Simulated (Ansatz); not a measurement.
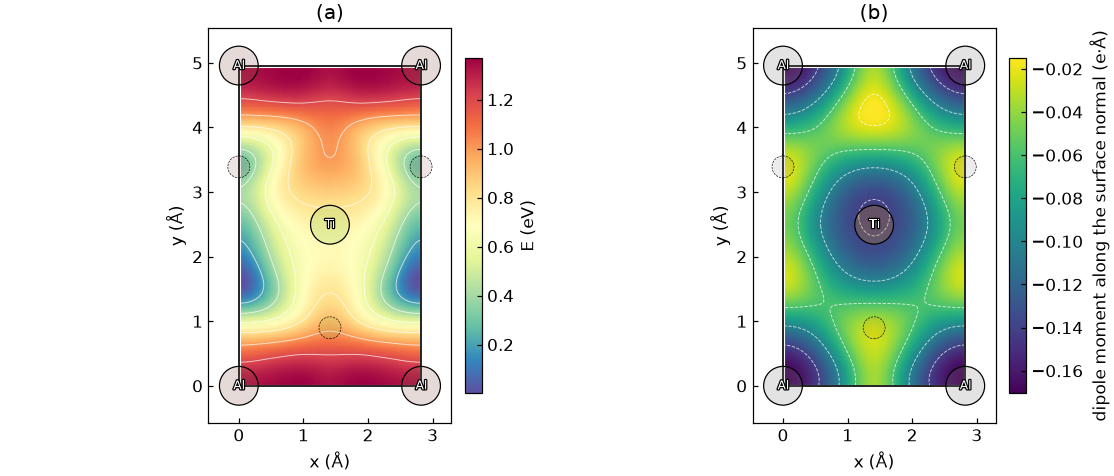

F on a TiAl(101) slab cut from the P4/mmm phase, its upper half relaxed before the scan (12 atoms of substrate and one adsorbate in a 2 × 1 cell). F is moved over the surface cell; relaxed at each place: the height of the adsorbate's atoms; substrate rigid; the origin of the map has the adsorbate above Al11. Places are given modulo a cell vector. The map is drawn in real space over the plane of the surface. Grid: 6 × 6 points; 24 points were computed and 12 follow by symmetry. Places are given in fractions of the 1 × 1 surface cell. Energies: eV, counted from the lowest grid point. The runs have no spin polarisation; a magnetic state may lie lower. Computed with Ansatz, DFT PBE, scalar-relativistic, plane waves, PAW. Settings: cutoff 420 eV, k-mesh 5×6×1, gaussian smearing 0.1 eV, no spin polarisation.

Panel (a) is the energy and panel (b) the computed dipole moment along the surface normal on the same grid.

In the figure: a smooth colour map with a few white contour lines, labelled circles for the atoms of the top layer and small ones for the second layer, the outline of one cell of the plane. Between grid points the surface is interpolated.

> How does the dipole moment along the surface normal vary over the map, and what is it at the lowest grid point?

It runs from −0.17 e·Å at the top site over a surface Al atom, (0/6, 0/6) of the cell vectors to −0.01 e·Å at a threefold hollow (Al–Al–Ti), (3/6, 5/6) of the cell vectors. At the lowest grid point, a threefold hollow (Al–Ti–Ti), (0/6, 2/6) of the cell vectors, it is −0.03 e·Å.

```
second ↓, first →    0/6    1/6    2/6    3/6    4/6    5/6
              5/6  −0.09  −0.07  −0.04  −0.01  −0.04  −0.07
              4/6  −0.02  −0.05  −0.09  −0.11  −0.09  −0.05
              3/6  −0.05  −0.09  −0.13  −0.14  −0.13  −0.09
              2/6  −0.03  −0.05  −0.09  −0.10  −0.09  −0.05
              1/6  −0.11  −0.10  −0.05  −0.03  −0.05  −0.10
              0/6  −0.17  −0.15  −0.09  −0.04  −0.09  −0.15
```

PAW datasets: the set soft_1.
